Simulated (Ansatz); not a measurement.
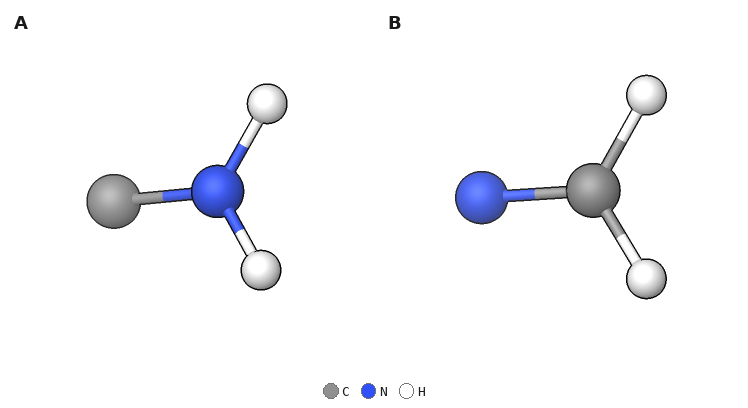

2 stationary structures of one formula. The species is neutral and a spin doublet. Geometries: PBE-D4/def2-SVP. Electronic energies: PBE-D4/def2-SVP (Ansatz 0.2.0), without zero-point energy. No frequency run is at hand to confirm each as a minimum.

**Rank them by energy, lowest first.**

B is lowest (C2v); A lies 1.313 eV above it (C2v).
